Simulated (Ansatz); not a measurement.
**BNH6: geometry and frequencies at several levels**

Wanted for BNH6: geometry and frequencies at several levels.

Program: Ansatz 0.2.0. Level of theory: the levels named in each step. These are calculated values, not measurements.

### 1 Starting point

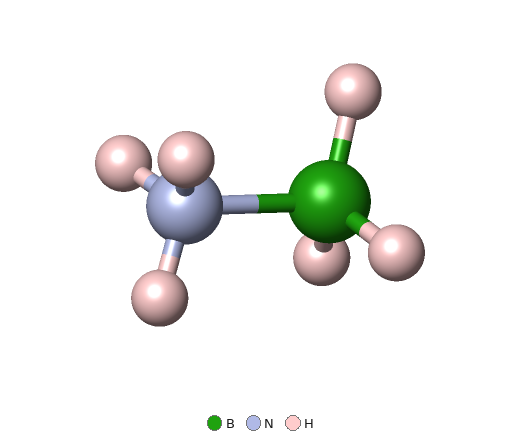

Start, viewed from a chosen angle; boron green, nitrogen light blue, hydrogen pink.

Structure file:

```xyz
8

B    -0.9070    0.1212   -0.0227
N     0.7362   -0.0984    0.0184
H    -1.3104   -0.6386   -0.8461
H    -1.0699    1.2621   -0.3214
H    -1.2909   -0.1334    1.0754
H     0.9271   -1.0605    0.2710
H     1.1288    0.5312    0.7079
H     1.1122    0.1060   -0.8996
```

### 2 A rough first relaxation, PBE-D4/def2-SVP

Contents of input.yaml:

```yaml
crystal:
  periodic: [false, false, false]
  atoms:
    - { symbol: B, position_ang: [-0.90695, 0.12121, -0.02268] }
    - { symbol: "N", position_ang: [0.73622, -0.09837, 0.01835] }
    - { symbol: H, position_ang: [-1.31036, -0.63858, -0.84611] }
    - { symbol: H, position_ang: [-1.06986, 1.26208, -0.32139] }
    - { symbol: H, position_ang: [-1.29094, -0.13343, 1.07536] }
    - { symbol: H, position_ang: [0.92711, -1.0605, 0.27099] }
    - { symbol: H, position_ang: [1.12884, 0.53125, 0.7079] }
    - { symbol: H, position_ang: [1.11224, 0.10597, -0.89962] }
basis:
  gaussian: { orbitals: def2-SVP }
hamiltonian:
  xc: pbe
  dispersion: d4
relax:
  f_tol: 0.03
  max_steps: 200
```

Launch:

```bash
> ansatz run input.yaml --threads 2 --pin off --max-ram 5120MiB --backend cpu --events-out ev --progress --plain --runs-dir out
```

What it wrote, cut to the lines that bear on the results:

```text
Warning: RAYON_NUM_THREADS=2 ignored (pool sized by the plan → 2); use --threads N
[...]
Functional definition: PBE
[...]
674 factors; their error is unknown
[...]
mean field -2258.99262051 eV, -83.0164476035 hartree, gradient 8.1e-5 eV, S^2 0.000000; 0 other end points of the search recorded, 0 dependent functions left out
[...]
reference -2258.99265173 eV, -83.0164487509 hartree; 9, 9 occupied and 49, 49 virtual orbitals, 674 factors
relax step   1: F+E_penalty+E_count = -2259.06465597 eV  Δ(F+E_penalty+E_count) = +0.000e0 eV  max|allowed force component| = 1.226e0 eV/Å  Δτ_max = 0.0000 Å  (21 SCF iters, accepted)
[...]
relax step   3: F+E_penalty+E_count = -2259.14823812 eV  Δ(F+E_penalty+E_count) = -8.873e-3 eV  max|allowed force component| = 3.159e-1 eV/Å  Δτ_max = 0.0216 Å  (26 SCF iters, accepted)
[...]
relax step   4: F+E_penalty+E_count = -2259.15423750 eV  Δ(F+E_penalty+E_count) = -5.999e-3 eV  max|allowed force component| = 1.094e-2 eV/Å  Δτ_max = 0.0092 Å  (28 SCF iters, accepted)
674 factors; their error is unknown
mean field -2259.08187838 eV, -83.0197277696 hartree, gradient 9.2e-6 eV, S^2 0.000000; 1 other end points of the search recorded, 0 dependent functions left out
[...]
reference -2259.08191035 eV, -83.0197289447 hartree; 9, 9 occupied and 49, 49 virtual orbitals, 674 factors
Total energy: -2259.15426947 eV, -83.0223880934 hartree
Atom 0 at    -0.917237     0.122432    -0.022986 Å, force    -0.009367     0.001492    -0.000446 eV/Å
Atom 1 at     0.710409    -0.094901     0.017735 Å, force     0.010943    -0.001713     0.000497 eV/Å
Atom 2 at    -1.330687    -0.665575    -0.875171 Å, force    -0.000181     0.004662     0.004667 eV/Å
Atom 3 at    -1.081241     1.303661    -0.332676 Å, force    -0.001760    -0.006135     0.001599 eV/Å
Atom 4 at    -1.310505    -0.141135     1.114551 Å, force    -0.000083     0.001756    -0.006364 eV/Å
Atom 5 at     0.956529    -1.062733     0.270462 Å, force     0.000337     0.000593    -0.000193 eV/Å
Atom 6 at     1.157689     0.525530     0.707774 Å, force     0.000119    -0.000487    -0.000436 eV/Å
Atom 7 at     1.141343     0.102350    -0.896888 Å, force    -0.000007    -0.000168     0.000674 eV/Å
Dipole moment:     1.178248    -0.157344     0.029492 e Å
```

Run time: 6.5 s. Hardware: 2 threads of Intel Xeon at 2.50GHz (Skylake/Cascade Lake), shared host; peak memory 0.12 GiB.

The steps of the relaxation:

```csv
step,energy from step 1 (eV),largest force component (eV/Å)
1,0.0000,1.2255
2,-0.0747,0.6459
3,-0.0836,0.3159
4,-0.0896,0.0109
```

Step 1 is the start.

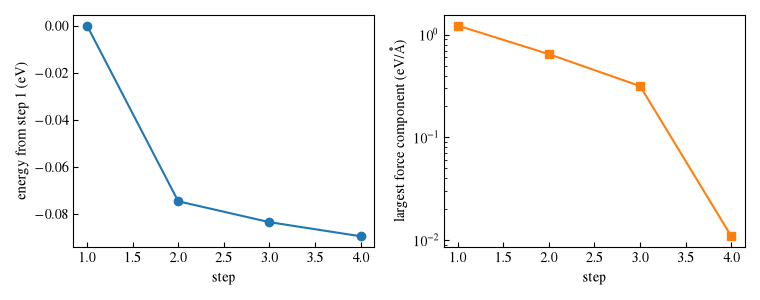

Energy and largest force along the relaxation.

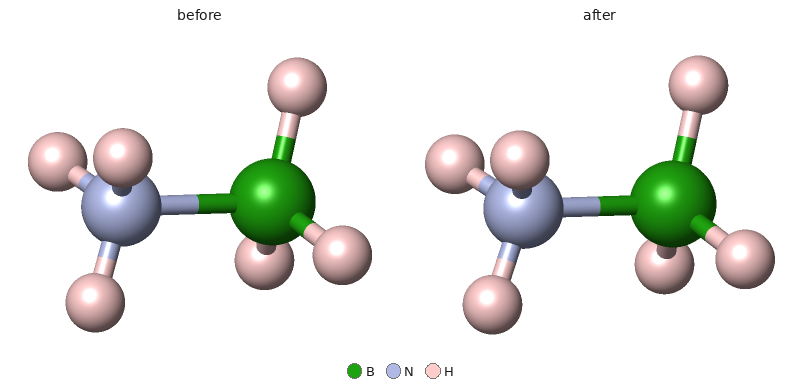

The structure before (left) and after (right) the relaxation, drawn at the same scale.

Before: Bond lengths: B1–N2 1.658 Å, B1–H3 1.191 Å, B1–H4 1.191 Å, B1–H5 1.191 Å, N2–H6 1.013 Å, N2–H7 1.013 Å, N2–H8 1.013 Å. Angles: B1–N2–H6 108.6°, B1–N2–H7 108.6°, B1–N2–H8 108.6°, H6–N2–H7 110.3°, H6–N2–H8 110.3°, H7–N2–H8 110.3°, N2–B1–H3 105.6°, N2–B1–H4 105.6°, N2–B1–H5 105.6°, H3–B1–H4 113.1°, H3–B1–H5 113.1°, H4–B1–H5 113.1°.

After: Bond lengths: B1–N2 1.643 Å, B1–H3 1.232 Å, B1–H4 1.232 Å, B1–H5 1.232 Å, N2–H6 1.030 Å, N2–H7 1.030 Å, N2–H8 1.030 Å. Angles: B1–N2–H6 111.5°, B1–N2–H7 111.5°, B1–N2–H8 111.5°, H6–N2–H7 107.3°, H6–N2–H8 107.3°, H7–N2–H8 107.3°, N2–B1–H3 105.4°, N2–B1–H4 105.4°, N2–B1–H5 105.4°, H3–B1–H4 113.2°, H3–B1–H5 113.2°, H4–B1–H5 113.2°.

### 3 Relaxation, HF/STO-3G

Contents of input.yaml:

```yaml
crystal:
  periodic: [false, false, false]
  atoms:
    - { symbol: B, position_ang: [-0.91723698, 0.12243207, -0.02298593] }
    - { symbol: "N", position_ang: [0.71040855, -0.09490067, 0.01773472] }
    - { symbol: H, position_ang: [-1.33068717, -0.66557515, -0.87517057] }
    - { symbol: H, position_ang: [-1.08124131, 1.30366115, -0.3326763] }
    - { symbol: H, position_ang: [-1.3105049, -0.14113458, 1.11455065] }
    - { symbol: H, position_ang: [0.95652942, -1.06273283, 0.27046173] }
    - { symbol: H, position_ang: [1.15768933, 0.52553008, 0.70777407] }
    - { symbol: H, position_ang: [1.14134305, 0.10234992, -0.89688836] }
basis:
  gaussian: { orbitals: STO-3G }
hamiltonian:
  xc: hf
relax:
  f_tol: 0.002
  max_steps: 150
```

Launch:

```bash
> ansatz run input.yaml --threads 2 --pin off --max-ram 5120MiB --backend cpu --events-out ev --progress --plain --runs-dir out
```

What it wrote, cut to the lines that bear on the results:

```text
Warning: RAYON_NUM_THREADS=2 ignored (pool sized by the plan → 2); use --threads N
[...]
Functional definition: HF
[...]
232 factors; integrals over basis functions are off by at most 1.8e-5 eV
[...]
mean field -2220.20233395 eV, -81.5909308654 hartree, gradient 5.5e-5 eV, S^2 0.000000; 0 other end points of the search recorded, 0 dependent functions left out
[...]
reference -2220.20233395 eV, -81.5909308654 hartree; 9, 9 occupied and 7, 7 virtual orbitals, 232 factors
relax step   1: F+E_penalty+E_count = -2220.20233395 eV  Δ(F+E_penalty+E_count) = +0.000e0 eV  max|allowed force component| = 2.092e0 eV/Å  Δτ_max = 0.0000 Å  (24 SCF iters, accepted)
[...]
relax step   6: F+E_penalty+E_count = -2220.43573351 eV  Δ(F+E_penalty+E_count) = -4.239e-5 eV  max|allowed force component| = 6.055e-3 eV/Å  Δτ_max = 0.0013 Å  (22 SCF iters, accepted)
[...]
reference -2220.43573434 eV, -81.5995081714 hartree; 9, 9 occupied and 7, 7 virtual orbitals, 232 factors
Total energy: -2220.43573434 eV, -81.5995081714 hartree
Atom 0 at    -0.941462     0.125683    -0.023611 Å, force     0.000027    -0.000031     0.000036 eV/Å
Atom 1 at     0.702423    -0.093846     0.017543 Å, force     0.000148     0.000007    -0.000031 eV/Å
Atom 2 at    -1.309891    -0.624552    -0.830869 Å, force    -0.000011    -0.000009    -0.000007 eV/Å
Atom 3 at    -1.073454     1.242361    -0.316644 Å, force     0.000004     0.000014    -0.000010 eV/Å
Atom 4 at    -1.290704    -0.127295     1.055413 Å, force    -0.000026     0.000008     0.000006 eV/Å
Atom 5 at     0.950998    -1.063070     0.270557 Å, force    -0.000043     0.000089    -0.000027 eV/Å
Atom 6 at     1.152370     0.526957     0.708451 Å, force    -0.000056    -0.000062    -0.000058 eV/Å
Atom 7 at     1.136021     0.103393    -0.898040 Å, force    -0.000043    -0.000015     0.000092 eV/Å
Dipole moment:     1.190988    -0.159046     0.029814 e Å
```

Run time: 3.4 s. Hardware: 2 threads of Intel Xeon at 2.50GHz (Skylake/Cascade Lake), shared host; peak memory 0.097 GiB.

The steps of the relaxation:

| step | E - E(step 1) (eV) | largest force component (eV/Å) |
| --- | --- | --- |
| 1 | 0.0000 | 2.0923 |
| 2 | -0.2280 | 0.2780 |
| 3 | -0.2304 | 0.2226 |
| 4 | -0.2333 | 0.0766 |
| 5 | -0.2334 | 0.0392 |
| 6 | -0.2334 | 0.0061 |
| 7 | -0.2334 | 0.0001 |

Step 1 is the start.

Before: Bond lengths: B1–N2 1.643 Å, B1–H3 1.232 Å, B1–H4 1.232 Å, B1–H5 1.232 Å, N2–H6 1.030 Å, N2–H7 1.030 Å, N2–H8 1.030 Å. Angles: B1–N2–H6 111.5°, B1–N2–H7 111.5°, B1–N2–H8 111.5°, H6–N2–H7 107.3°, H6–N2–H8 107.3°, H7–N2–H8 107.3°, N2–B1–H3 105.4°, N2–B1–H4 105.4°, N2–B1–H5 105.4°, H3–B1–H4 113.2°, H3–B1–H5 113.2°, H4–B1–H5 113.2°.

After: Bond lengths: B1–N2 1.659 Å, B1–H3 1.162 Å, B1–H4 1.162 Å, B1–H5 1.162 Å, N2–H6 1.032 Å, N2–H7 1.032 Å, N2–H8 1.032 Å. Angles: B1–N2–H6 111.7°, B1–N2–H7 111.7°, B1–N2–H8 111.7°, H6–N2–H7 107.2°, H6–N2–H8 107.2°, H7–N2–H8 107.2°, N2–B1–H3 104.2°, N2–B1–H4 104.2°, N2–B1–H5 104.2°, H3–B1–H4 114.2°, H3–B1–H5 114.2°, H4–B1–H5 114.2°.

### 4 Frequencies, HF/STO-3G

Contents of input.yaml:

```yaml
crystal:
  periodic: [false, false, false]
  atoms:
    - { symbol: B, position_ang: [-0.94146206, 0.12568315, -0.02361053] }
    - { symbol: "N", position_ang: [0.7024235, -0.09384576, 0.0175429] }
    - { symbol: H, position_ang: [-1.30989106, -0.62455191, -0.83086903] }
    - { symbol: H, position_ang: [-1.07345421, 1.24236051, -0.31664358] }
    - { symbol: H, position_ang: [-1.29070425, -0.12729484, 1.05541275] }
    - { symbol: H, position_ang: [0.95099755, -1.06307035, 0.27055658] }
    - { symbol: H, position_ang: [1.15236999, 0.52695656, 0.70845097] }
    - { symbol: H, position_ang: [1.13602054, 0.10339264, -0.89804004] }
basis:
  gaussian: { orbitals: STO-3G }
hamiltonian:
  xc: hf
phonons: {}
```

Launch:

```bash
> ansatz run input.yaml --threads 2 --pin off --max-ram 5120MiB --backend cpu --events-out ev --progress --plain --runs-dir out
```

What it wrote, cut to the lines that bear on the results:

```text
Warning: RAYON_NUM_THREADS=2 ignored (pool sized by the plan → 2); use --threads N
[...]
[... 1 set-up line as earlier in the session ...]
[...]
234 factors; integrals over basis functions are off by at most 1.5e-5 eV
[...]
mean field -2220.43574905 eV, -81.5995087122 hartree, gradient 6.3e-5 eV, S^2 0.000000; 0 other end points of the search recorded, 0 dependent functions left out
[...]
reference -2220.43574905 eV, -81.5995087122 hartree; 9, 9 occupied and 7, 7 virtual orbitals, 234 factors
[...]
234 factors; integrals over basis functions are off by at most 1.5e-5 eV
[...]
mean field -2220.43564408 eV, -81.5995048546 hartree, gradient 1.8e-6 eV, S^2 0.000000; 0 other end points of the search recorded, 0 dependent functions left out
[...]
reference -2220.43564408 eV, -81.5995048546 hartree; 9, 9 occupied and 7, 7 virtual orbitals, 234 factors
[...]
234 factors; integrals over basis functions are off by at most 1.5e-5 eV
[...]
Total energy: -2220.43574905 eV, -81.5995087122 hartree
Atom 0 at    -0.941462     0.125683    -0.023611 Å, force     0.000003    -0.000028     0.000034 eV/Å
Atom 1 at     0.702423    -0.093846     0.017543 Å, force     0.000156     0.000005    -0.000031 eV/Å
Atom 2 at    -1.309891    -0.624552    -0.830869 Å, force    -0.000005    -0.000000     0.000002 eV/Å
Atom 3 at    -1.073454     1.242361    -0.316644 Å, force     0.000007     0.000001    -0.000007 eV/Å
Atom 4 at    -1.290704    -0.127295     1.055413 Å, force    -0.000020     0.000010    -0.000006 eV/Å
Atom 5 at     0.950998    -1.063070     0.270557 Å, force    -0.000044     0.000087    -0.000027 eV/Å
Atom 6 at     1.152370     0.526957     0.708451 Å, force    -0.000056    -0.000060    -0.000057 eV/Å
Atom 7 at     1.136021     0.103393    -0.898040 Å, force    -0.000043    -0.000015     0.000091 eV/Å
Dipole moment:     1.190989    -0.159047     0.029814 e Å
Vibrations: 269.31 784.82 784.84 795.02 1286.54 1286.55 1528.44 1576.71 1576.73 1602.60 1960.83 1960.85 3054.88 3237.11 3237.14 3893.65 4127.68 4127.71 cm⁻¹, zero-point energy 2.299375 eV
```

Run time: 12 s. Hardware: 2 threads of Intel Xeon at 2.50GHz (Skylake/Cascade Lake), shared host; peak memory 0.077 GiB.

Harmonic frequencies (cm⁻¹; negative: imaginary): 269, 785, 785, 795, 1287, 1287, 1528, 1577, 1577, 1603, 1961, 1961, 3055, 3237, 3237, 3894, 4128, 4128.

### 5 Relaxation, HF/6-31G*

Contents of input.yaml:

```yaml
crystal:
  periodic: [false, false, false]
  atoms:
    - { symbol: B, position_ang: [-0.91723698, 0.12243207, -0.02298593] }
    - { symbol: "N", position_ang: [0.71040855, -0.09490067, 0.01773472] }
    - { symbol: H, position_ang: [-1.33068717, -0.66557515, -0.87517057] }
    - { symbol: H, position_ang: [-1.08124131, 1.30366115, -0.3326763] }
    - { symbol: H, position_ang: [-1.3105049, -0.14113458, 1.11455065] }
    - { symbol: H, position_ang: [0.95652942, -1.06273283, 0.27046173] }
    - { symbol: H, position_ang: [1.15768933, 0.52553008, 0.70777407] }
    - { symbol: H, position_ang: [1.14134305, 0.10234992, -0.89688836] }
basis:
  gaussian: { orbitals: "6-31G*" }
hamiltonian:
  xc: hf
relax:
  f_tol: 0.002
  max_steps: 150
```

Launch:

```bash
> ansatz run input.yaml --threads 2 --pin off --max-ram 5120MiB --backend cpu --events-out ev --progress --plain --runs-dir out
```

What it wrote, cut to the lines that bear on the results:

```text
Warning: RAYON_NUM_THREADS=2 ignored (pool sized by the plan → 2); use --threads N
[...]
[... 1 set-up line as earlier in the session ...]
[...]
528 factors; integrals over basis functions are off by at most 4.5e-4 eV
[...]
mean field -2247.90852846 eV, -82.6091147338 hartree, gradient 1.8e-5 eV, S^2 0.000000; 0 other end points of the search recorded, 0 dependent functions left out
[...]
reference -2247.90852846 eV, -82.6091147338 hartree; 9, 9 occupied and 33, 33 virtual orbitals, 528 factors
relax step   1: F+E_penalty+E_count = -2247.90852846 eV  Δ(F+E_penalty+E_count) = +0.000e0 eV  max|allowed force component| = 1.673e0 eV/Å  Δτ_max = 0.0000 Å  (26 SCF iters, accepted)
[...]
relax step   6: F+E_penalty+E_count = -2247.98208641 eV  Δ(F+E_penalty+E_count) = -1.963e-5 eV  max|allowed force component| = 5.750e-3 eV/Å  Δτ_max = 0.0014 Å  (15 SCF iters, accepted)
[...]
reference -2247.98208792 eV, -82.6118179940 hartree; 9, 9 occupied and 33, 33 virtual orbitals, 528 factors
Total energy: -2247.98208792 eV, -82.6118179940 hartree
Atom 0 at    -0.943082     0.125902    -0.023653 Å, force    -0.000067    -0.000071     0.000069 eV/Å
Atom 1 at     0.730422    -0.097587     0.018246 Å, force    -0.000029     0.000064    -0.000053 eV/Å
Atom 2 at    -1.327799    -0.653883    -0.862972 Å, force     0.000026     0.000027     0.000014 eV/Å
Atom 3 at    -1.081985     1.287103    -0.328361 Å, force     0.000064    -0.000045     0.000003 eV/Å
Atom 4 at    -1.307846    -0.136883     1.098140 Å, force    -0.000013     0.000018    -0.000025 eV/Å
Atom 5 at     0.959592    -1.043475     0.265285 Å, force    -0.000024     0.000107    -0.000024 eV/Å
Atom 6 at     1.156493     0.511300     0.693500 Å, force     0.000001    -0.000071    -0.000051 eV/Å
Atom 7 at     1.140506     0.097153    -0.877385 Å, force     0.000042    -0.000029     0.000067 eV/Å
Dipole moment:     1.149458    -0.153500     0.028774 e Å
```

Run time: 5.7 s. Hardware: 2 threads of Intel Xeon at 2.50GHz (Skylake/Cascade Lake), shared host; peak memory 0.1 GiB.

Relaxation path:

```csv
step,E - E(step 1) (eV),largest force component (eV/Å)
1,0.0000,1.6733
2,-0.0644,0.6979
3,-0.0725,0.1580
4,-0.0734,0.0575
5,-0.0735,0.0091
6,-0.0736,0.0057
7,-0.0736,0.0001
```

Step 1 is the start.

Before: Bond lengths: B1–N2 1.643 Å, B1–H3 1.232 Å, B1–H4 1.232 Å, B1–H5 1.232 Å, N2–H6 1.030 Å, N2–H7 1.030 Å, N2–H8 1.030 Å. Angles: B1–N2–H6 111.5°, B1–N2–H7 111.5°, B1–N2–H8 111.5°, H6–N2–H7 107.3°, H6–N2–H8 107.3°, H7–N2–H8 107.3°, N2–B1–H3 105.4°, N2–B1–H4 105.4°, N2–B1–H5 105.4°, H3–B1–H4 113.2°, H3–B1–H5 113.2°, H4–B1–H5 113.2°.

After: Bond lengths: B1–N2 1.689 Å, B1–H3 1.209 Å, B1–H4 1.209 Å, B1–H5 1.209 Å, N2–H6 1.004 Å, N2–H7 1.004 Å, N2–H8 1.004 Å. Angles: B1–N2–H6 110.9°, B1–N2–H7 110.9°, B1–N2–H8 110.9°, H6–N2–H7 108.0°, H6–N2–H8 108.0°, H7–N2–H8 108.0°, N2–B1–H3 104.3°, N2–B1–H4 104.3°, N2–B1–H5 104.3°, H3–B1–H4 114.1°, H3–B1–H5 114.1°, H4–B1–H5 114.1°.

### 6 Frequencies, HF/6-31G*

Contents of input.yaml:

```yaml
crystal:
  periodic: [false, false, false]
  atoms:
    - { symbol: B, position_ang: [-0.94308216, 0.12590186, -0.023653] }
    - { symbol: "N", position_ang: [0.7304217, -0.09758744, 0.01824589] }
    - { symbol: H, position_ang: [-1.32779916, -0.65388346, -0.86297229] }
    - { symbol: H, position_ang: [-1.08198475, 1.28710323, -0.32836126] }
    - { symbol: H, position_ang: [-1.30784619, -0.13688309, 1.09814022] }
    - { symbol: H, position_ang: [0.9595921, -1.04347457, 0.26528547] }
    - { symbol: H, position_ang: [1.1564928, 0.5113, 0.69350025] }
    - { symbol: H, position_ang: [1.14050566, 0.09715346, -0.87738526] }
basis:
  gaussian: { orbitals: "6-31G*" }
hamiltonian:
  xc: hf
phonons: {}
```

Launch:

```bash
> ansatz run input.yaml --threads 2 --pin off --max-ram 5120MiB --backend cpu --events-out ev --progress --plain --runs-dir out
```

What it wrote, cut to the lines that bear on the results:

```text
Warning: RAYON_NUM_THREADS=2 ignored (pool sized by the plan → 2); use --threads N
[...]
[... 1 set-up line as earlier in the session ...]
[...]
528 factors; integrals over basis functions are off by at most 4.1e-4 eV
[...]
mean field -2247.98208791 eV, -82.6118179939 hartree, gradient 1.6e-5 eV, S^2 0.000000; 0 other end points of the search recorded, 0 dependent functions left out
[...]
reference -2247.98208791 eV, -82.6118179939 hartree; 9, 9 occupied and 33, 33 virtual orbitals, 528 factors
[...]
528 factors; integrals over basis functions are off by at most 4.1e-4 eV
mean field -2247.98202681 eV, -82.6118157483 hartree, gradient 3.9e-6 eV, S^2 0.000000; 0 other end points of the search recorded, 0 dependent functions left out
[...]
reference -2247.98202681 eV, -82.6118157483 hartree; 9, 9 occupied and 33, 33 virtual orbitals, 528 factors
[...]
528 factors; integrals over basis functions are off by at most 4.1e-4 eV
[...]
Total energy: -2247.98208791 eV, -82.6118179939 hartree
Atom 0 at    -0.943082     0.125902    -0.023653 Å, force    -0.000066    -0.000072     0.000069 eV/Å
Atom 1 at     0.730422    -0.097587     0.018246 Å, force    -0.000031     0.000065    -0.000054 eV/Å
Atom 2 at    -1.327799    -0.653883    -0.862972 Å, force     0.000026     0.000027     0.000014 eV/Å
Atom 3 at    -1.081985     1.287103    -0.328361 Å, force     0.000064    -0.000044     0.000003 eV/Å
Atom 4 at    -1.307846    -0.136883     1.098140 Å, force    -0.000013     0.000017    -0.000025 eV/Å
Atom 5 at     0.959592    -1.043475     0.265285 Å, force    -0.000024     0.000106    -0.000024 eV/Å
Atom 6 at     1.156493     0.511300     0.693500 Å, force     0.000001    -0.000070    -0.000051 eV/Å
Atom 7 at     1.140506     0.097153    -0.877385 Å, force     0.000042    -0.000029     0.000067 eV/Å
Dipole moment:     1.149458    -0.153500     0.028774 e Å
Vibrations: 253.25 607.22 681.16 681.18 1133.63 1133.63 1280.84 1294.27 1294.28 1484.08 1837.43 1837.45 2560.13 2606.64 2606.65 3691.05 3815.69 3815.72 cm⁻¹, zero-point energy 2.021829 eV
```

It took 23 s on 2 threads of Intel Xeon at 2.50GHz (Skylake/Cascade Lake), shared host; peak memory 0.089 GiB.

Harmonic frequencies (cm⁻¹; negative: imaginary): 253, 607, 681, 681, 1134, 1134, 1281, 1294, 1294, 1484, 1837, 1837, 2560, 2607, 2607, 3691, 3816, 3816.

[end of part 1 of 2]
